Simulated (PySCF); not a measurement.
# P⁻: dipole response in aug-cc-pCVTZ-DK

Aim: the static polarisability and the C₆ coefficient of P⁻, method by method.

Method: unrestricted determinants in a Gaussian basis, no spin-orbit coupling in the energies. Code: PySCF 2.14.0.

## 1. The atom as given

| Property | Result |
| --- | --- |
| Element | phosphorus (Z = 15) |
| Basis | aug-cc-pCVTZ-DK |
| Hamiltonian | scalar relativity by spin-free X2C-1e |
| State 1 | P⁻: [Ne] 3s2 3p4, high-spin 3P determinant |
| Methods | UHF, PBE, PBE0, revPBE, wB97X-V |

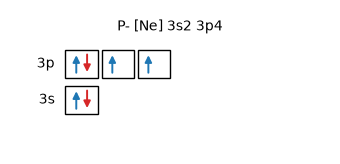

The shells outside the core, filled by Hund's rule for the drawing.

The runs were made by one driver on top of PySCF. The scripts below sum up each run's settings (the driver also hands on starting orbitals that pick excited configurations, and frozen orbitals as a list rather than a count), and the logs come from the driver's own runs. The driver starts from symmetry-adapted Hartree-Fock orbitals, holds the occupation by maximum overlap and uses a logarithmic radial grid for functionals, so a plain start would take other cycles.

The integrals over 75 functions and the set-up took 0.22 s of CPU time.

## 2. P⁻, method by method

**UHF**

The input, input.py:

```python
from pyscf import gto, scf, dft, mp, cc
import basis_set_exchange as bse
mol = gto.M(atom="P 0 0 0", charge=-1, spin=2, symmetry="D2h",
            basis=gto.basis.parse(bse.get_basis("aug-cc-pCVTZ-DK", elements=["P"], fmt="nwchem")),
            nucmod="G")
mf = scf.UHF(mol).sfx2c1e()
mf.irrep_nelec = {'Ag': (3, 3), 'B1u': (2, 1), 'B2u': (2, 2), 'B3u': (2, 1)}
mf.kernel()
```

Log:

```text
damping factor = 0
level_shift factor = 0
DIIS = <class 'pyscf.scf.diis.CDIIS'>
diis_start_cycle = 1
diis_space = 10
diis_damp = 0
SCF conv_tol = 1e-09
SCF conv_tol_grad = None
number electrons alpha = 9  beta = 7
cycle= 1 E= -341.518305170017  delta_E= -0.00368  |g|= 0.0231  |ddm|= 0.0475
cycle= 2 E= -341.518990714513  delta_E= -0.000686  |g|= 0.0111  |ddm|= 0.0244
cycle= 3 E= -341.519268945179  delta_E= -0.000278  |g|= 0.00326  |ddm|= 0.0329
cycle= 4 E= -341.51933212991  delta_E= -6.32e-05  |g|= 0.00239  |ddm|= 0.0207
cycle= 5 E= -341.519385558359  delta_E= -5.34e-05  |g|= 0.00121  |ddm|= 0.0288
cycle= 6 E= -341.519400309469  delta_E= -1.48e-05  |g|= 0.000337  |ddm|= 0.022
cycle= 7 E= -341.519400734878  delta_E= -4.25e-07  |g|= 9.76e-05  |ddm|= 0.00324
cycle= 8 E= -341.519400756411  delta_E= -2.15e-08  |g|= 2.7e-05  |ddm|= 0.000653
cycle= 9 E= -341.519400759078  delta_E= -2.67e-09  |g|= 7.21e-06  |ddm|= 0.000203
cycle= 10 E= -341.519400759351  delta_E= -2.74e-10  |g|= 1.62e-06  |ddm|= 7.24e-05
converged SCF energy = -341.519400759351  <S^2> = 2.0248428  2S+1 = 3.0165164
```

CPU time 9.5 s on a shared host, the integrals not counted.

The occupied shells:

| shell | electrons | mean orbital energy (eV) | spread (eV) | rms radius (bohr) |
| --- | --- | --- | --- | --- |
| 1s α | 1 | -2174.8 | 0 | 0.120 |
| 1s β | 1 | -2174.4 | 0 | 0.120 |
| 2s α | 1 | -198.02 | 0 | 0.560 |
| 2s β | 1 | -197.66 | 0 | 0.560 |
| 2p α | 3 | -139.78 | 0.349 | 0.540 |
| 2p β | 3 | -139.10 | 0.282 | 0.540 |
| 3s α | 1 | -14.481 | 0 | 2.17 |
| 3s β | 1 | -9.638 | 0 | 2.17 |
| 3p α | 3 | -2.807 | 1.550 | 3.07 |
| 3p β | 1 | -0.678 | 0 | 3.07 |

⟨S²⟩ = 2.025, ⟨L²⟩ = 2.07.

The driver then solved the coupled dipole response at imaginary frequencies: mean α = 63.66 bohr³ (xx, yy, zz: 51.45, 88.07, 51.45), C₆ = 736.2 au for a like pair.

**PBE**

input.py, as changed from the run before:

```diff
@@ -5,3 +5,3 @@
             nucmod="G")
-mf = scf.UHF(mol).sfx2c1e()
+mf = dft.UKS(mol, xc="PBE").sfx2c1e()
 mf.irrep_nelec = {'Ag': (3, 3), 'B1u': (2, 1), 'B2u': (2, 2), 'B3u': (2, 1)}
```

Log:

```text
damping factor = 0
level_shift factor = 0
DIIS = <class 'pyscf.scf.diis.CDIIS'>
diis_start_cycle = 1
diis_space = 10
diis_damp = 0
SCF conv_tol = 1e-09
SCF conv_tol_grad = None
number electrons alpha = 9  beta = 7
XC functionals = PBE
    J. P. Perdew, K. Burke, and M. Ernzerhof.,  Phys. Rev. Lett. 77, 3865 (1996)
    J. P. Perdew, K. Burke, and M. Ernzerhof.,  Phys. Rev. Lett. 78, 1396 (1997)
    J. P. Perdew, K. Burke, and M. Ernzerhof.,  Phys. Rev. Lett. 77, 3865 (1996)
    J. P. Perdew, K. Burke, and M. Ernzerhof.,  Phys. Rev. Lett. 78, 1396 (1997)
cycle= 1 E= -341.968127688644  delta_E= -0.0126  |g|= 0.0178  |ddm|= 0.316
cycle= 2 E= -341.968132434058  delta_E= -4.75e-06  |g|= 0.0179  |ddm|= 0.091
cycle= 3 E= -341.968435827793  delta_E= -0.000303  |g|= 0.00867  |ddm|= 0.0638
cycle= 4 E= -341.968487949749  delta_E= -5.21e-05  |g|= 0.00141  |ddm|= 0.0162
cycle= 5 E= -341.968491420879  delta_E= -3.47e-06  |g|= 0.000288  |ddm|= 0.00813
cycle= 6 E= -341.968491537898  delta_E= -1.17e-07  |g|= 2.6e-05  |ddm|= 0.00112
cycle= 7 E= -341.968491538708  delta_E= -8.09e-10  |g|= 2.56e-06  |ddm|= 0.000107
converged SCF energy = -341.968491538708  <S^2> = 2.0083152  2S+1 = 3.0055384
```

CPU time 0.59 s on a shared host, the integrals not counted.

At PBE the highest occupied level has a positive energy, so only the finite basis holds that electron; in a density functional this comes from self-interaction and does not mean that the real anion is unbound.

**PBE0**

input.py, as changed from the run before:

```diff
@@ -5,3 +5,3 @@
             nucmod="G")
-mf = dft.UKS(mol, xc="PBE").sfx2c1e()
+mf = dft.UKS(mol, xc="PBE0").sfx2c1e()
 mf.irrep_nelec = {'Ag': (3, 3), 'B1u': (2, 1), 'B2u': (2, 2), 'B3u': (2, 1)}
```

Log:

```text
damping factor = 0
level_shift factor = 0
DIIS = <class 'pyscf.scf.diis.CDIIS'>
diis_start_cycle = 1
diis_space = 10
diis_damp = 0
SCF conv_tol = 1e-09
SCF conv_tol_grad = None
number electrons alpha = 9  beta = 7
XC functionals = PBE0
    C. Adamo and V. Barone.,  J. Chem. Phys. 110, 6158 (1999)
    M. Ernzerhof and G. E. Scuseria.,  J. Chem. Phys. 110, 5029 (1999)
cycle= 1 E= -341.992565117356  delta_E= -0.00765  |g|= 0.0188  |ddm|= 0.215
cycle= 2 E= -341.992943279345  delta_E= -0.000378  |g|= 0.0153  |ddm|= 0.085
cycle= 3 E= -341.993169945924  delta_E= -0.000227  |g|= 0.00499  |ddm|= 0.0418
cycle= 4 E= -341.993220439681  delta_E= -5.05e-05  |g|= 0.0019  |ddm|= 0.0212
cycle= 5 E= -341.993233151071  delta_E= -1.27e-05  |g|= 0.000323  |ddm|= 0.0147
cycle= 6 E= -341.993233766451  delta_E= -6.15e-07  |g|= 5.02e-05  |ddm|= 0.00367
cycle= 7 E= -341.993233777295  delta_E= -1.08e-08  |g|= 3.57e-06  |ddm|= 0.000566
cycle= 8 E= -341.993233777319  delta_E= -2.44e-11  |g|= 5.75e-07  |ddm|= 2.06e-05
converged SCF energy = -341.993233777319  <S^2> = 2.0093851  2S+1 = 3.0062502
```

It used 0.97 s of CPU time after the integrals (shared host).

At PBE0 the highest occupied level has a positive energy, so only the finite basis holds that electron; in a density functional this comes from self-interaction and does not mean that the real anion is unbound.

**revPBE**

input.py, as changed from the run before:

```diff
@@ -5,3 +5,3 @@
             nucmod="G")
-mf = dft.UKS(mol, xc="PBE0").sfx2c1e()
+mf = dft.UKS(mol, xc="PBE_R,PBE").sfx2c1e()
 mf.irrep_nelec = {'Ag': (3, 3), 'B1u': (2, 1), 'B2u': (2, 2), 'B3u': (2, 1)}
```

Log:

```text
damping factor = 0
level_shift factor = 0
DIIS = <class 'pyscf.scf.diis.CDIIS'>
diis_start_cycle = 1
diis_space = 10
diis_damp = 0
SCF conv_tol = 1e-09
SCF conv_tol_grad = None
number electrons alpha = 9  beta = 7
XC functionals = PBE_R,PBE
    Y. Zhang and W. Yang.,  Phys. Rev. Lett. 80, 890 (1998)
    J. P. Perdew, K. Burke, and M. Ernzerhof.,  Phys. Rev. Lett. 77, 3865 (1996)
    J. P. Perdew, K. Burke, and M. Ernzerhof.,  Phys. Rev. Lett. 78, 1396 (1997)
cycle= 1 E= -342.065126589936  delta_E= -0.0111  |g|= 0.0165  |ddm|= 0.339
cycle= 2 E= -342.065194492583  delta_E= -6.79e-05  |g|= 0.0149  |ddm|= 0.0818
cycle= 3 E= -342.065396049299  delta_E= -0.000202  |g|= 0.00854  |ddm|= 0.0576
cycle= 4 E= -342.065451069821  delta_E= -5.5e-05  |g|= 0.00139  |ddm|= 0.0173
cycle= 5 E= -342.065454454353  delta_E= -3.38e-06  |g|= 0.000272  |ddm|= 0.00831
cycle= 6 E= -342.065454563172  delta_E= -1.09e-07  |g|= 2.84e-05  |ddm|= 0.00113
cycle= 7 E= -342.065454564283  delta_E= -1.11e-09  |g|= 2.58e-06  |ddm|= 0.000138
cycle= 8 E= -342.065454564292  delta_E= -8.19e-12  |g|= 2.5e-07  |ddm|= 1.29e-05
converged SCF energy = -342.065454564292  <S^2> = 2.0093778  2S+1 = 3.0062454
```

CPU time 0.64 s on a shared host, the integrals not counted.

At revPBE the highest occupied level has a positive energy, so only the finite basis holds that electron; in a density functional this comes from self-interaction and does not mean that the real anion is unbound.

**wB97X-V**

input.py, as changed from the run before:

```diff
@@ -5,3 +5,3 @@
             nucmod="G")
-mf = dft.UKS(mol, xc="PBE_R,PBE").sfx2c1e()
+mf = dft.UKS(mol, xc="WB97X_V").sfx2c1e()
 mf.irrep_nelec = {'Ag': (3, 3), 'B1u': (2, 1), 'B2u': (2, 2), 'B3u': (2, 1)}
```

Log:

```text
damping factor = 0
level_shift factor = 0
DIIS = <class 'pyscf.scf.diis.CDIIS'>
diis_start_cycle = 1
diis_space = 10
diis_damp = 0
SCF conv_tol = 1e-09
SCF conv_tol_grad = None
number electrons alpha = 9  beta = 7
XC functionals = WB97X_V
    N. Mardirossian and M. Head-Gordon.,  Phys. Chem. Chem. Phys. 16, 9904-9924 (2014)
NLC functional = WB97X_V
cycle= 1 E= -342.061725725647  delta_E= -0.00692  |g|= 0.018  |ddm|= 0.169
cycle= 2 E= -342.062254230733  delta_E= -0.000529  |g|= 0.00771  |ddm|= 0.0494
cycle= 3 E= -342.06244804074  delta_E= -0.000194  |g|= 0.00471  |ddm|= 0.0316
cycle= 4 E= -342.062515132694  delta_E= -6.71e-05  |g|= 0.00223  |ddm|= 0.0193
cycle= 5 E= -342.062545455173  delta_E= -3.03e-05  |g|= 0.000654  |ddm|= 0.0194
cycle= 6 E= -342.062547885729  delta_E= -2.43e-06  |g|= 0.000134  |ddm|= 0.00633
cycle= 7 E= -342.062547940486  delta_E= -5.48e-08  |g|= 1.21e-05  |ddm|= 0.00115
cycle= 8 E= -342.062547940953  delta_E= -4.67e-10  |g|= 3.62e-06  |ddm|= 7.68e-05
converged SCF energy = -342.062547940953  <S^2> = 2.007434  2S+1 = 3.0049519
```

CPU time 21 s on a shared host, the integrals not counted.

The driver then solved the coupled dipole response at imaginary frequencies: mean α = 66.37 bohr³ (xx, yy, zz: 55.51, 88.08, 55.51), C₆ = 780.7 au for a like pair.

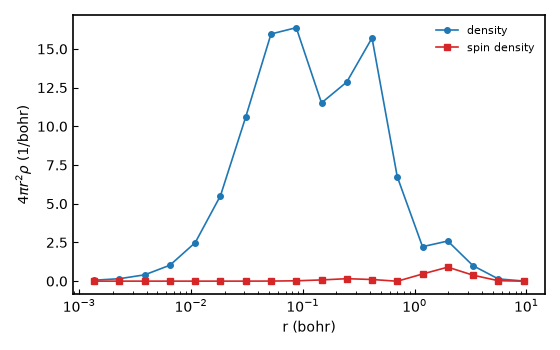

Radial density 4πr²ρ of P⁻ at UHF, at 18 stored radii joined by straight lines.

## 3. Polarisabilities and C₆

P⁻, in atomic units:

| method | mean α | C₆ (like pair) | S(−4) |
| --- | --- | --- | --- |
| UHF | 63.66 | 736.2 | 1743 |
| wB97X-V | 66.37 | 780.7 | 1789 |

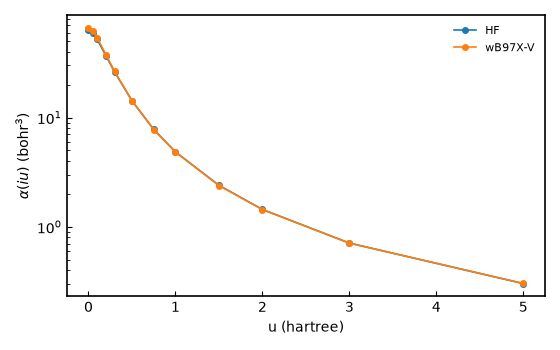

α(iu) of P⁻, the polarisability at imaginary frequency, on a logarithmic scale.

## 4. What came out

| quantity | value |
| --- | --- |
| α of P⁻ | 63.66 (UHF) to 66.37 (wB97X-V) bohr³ |

**Reading.** A single London oscillator with the computed α and C₆ of P⁻ at UHF would have ω = 4 C₆ / (3 α²) = 0.242 hartree. All values hold for this basis alone; no basis-set limit was taken.
